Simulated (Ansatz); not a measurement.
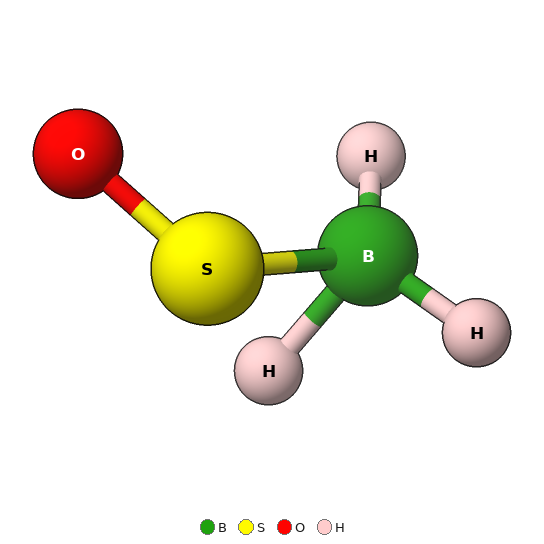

Computed geometry: PBE-D4/def2-SVP optimisation. No frequency run is at hand to confirm it as a minimum. Level of theory: RKS PBE-D4/def2-SVP (Ansatz 0.2.0).

Computed properties:

The species is BH₃OS.
- dipole moment: 1.68 D
